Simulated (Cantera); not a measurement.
A closed system holds: 1 mol Si2Cl6, 93 mol H2, held at 5.55 Torr.

Cantera equilibrium calculation (NASA polynomials, part measured and part estimated; ideal gas, pure solids and liquids). Candidate condensed phases: Si; 19 gas species. The feed counts by its element totals alone. The tables' values for SiCl3, SiCl are old estimates; treat these amounts as uncertain. Gases not in the tables: Si2H6 and higher silanes. Rates play no part.

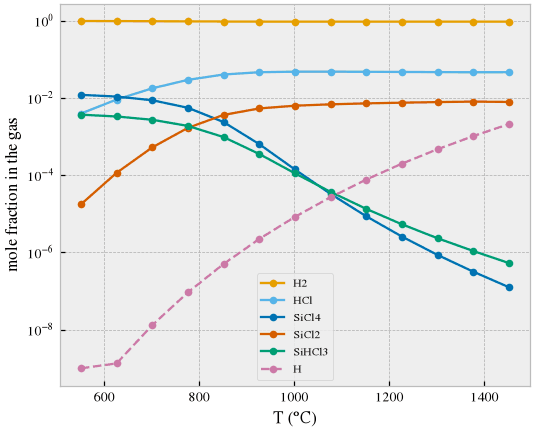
*Equilibrium gas composition (values under 1e-9 drawn at 1e-9)*

Q: Read off the mole fractions at 777 °C.

A: H2 about 0.96, HCl about 0.029, SiCl4 about 0.0056, SiHCl3 about 0.0019, SiCl2 about 0.0017, H about 9.2e-8.
